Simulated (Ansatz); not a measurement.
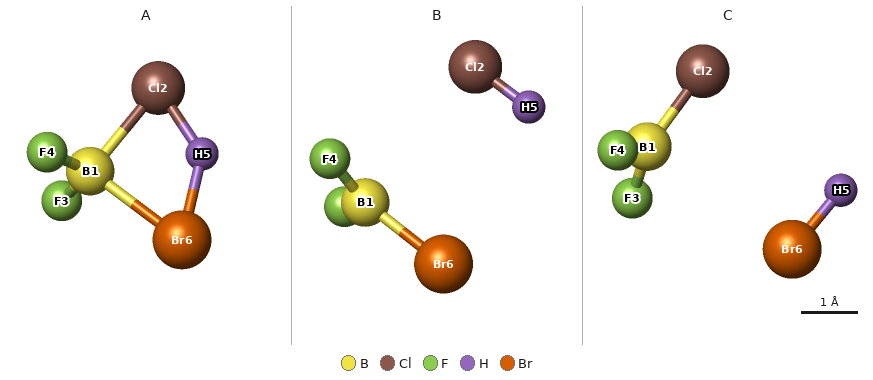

Three geometries of BHBrClF2: a saddle point and the two minima that it joins, in shuffled order. Style: ball-and-stick. Shown at a tilt. Sticks join atoms that are closer than about 1.2 times the sum of their covalent radii (a little more with hydrogen).

Stationary points at PBE0-D4/def2-TZVP, single-point energies with B2PLYP (def2-TZVPP where no basis is named; Ansatz 0.2.0). The energies are electronic, without zero-point or thermal terms, and both ends are the minima reached downhill from the saddle, with any fragments still in contact.

Which frame is the transition state, what reaction does it lead through, and what barrier is to be expected?

Answer. Frame A is the saddle point. Counted by bonded pieces, C holds BClF₂ + HBr and B holds BBrF₂ + HCl. From C over the saddle to B, bonds form: B1–Br6 (3.39 → 2.20 → 1.91 Å), Cl2–H5 (3.51 → 1.55 → 1.28 Å). Bonds break: B1–Cl2 (1.75 → 2.00 → 3.25 Å), H5–Br6 (1.42 → 1.71 → 3.38 Å). The saddle has one imaginary mode, 712i cm⁻¹. With B2PLYP the barrier is 109.8 kJ/mol from C and 97.4 kJ/mol from B, and B lies 12.3 kJ/mol above C.

Limits of the set-up: the start holds two separate molecules, 3.4 Å apart at their closest, whose relative position is a soft coordinate.
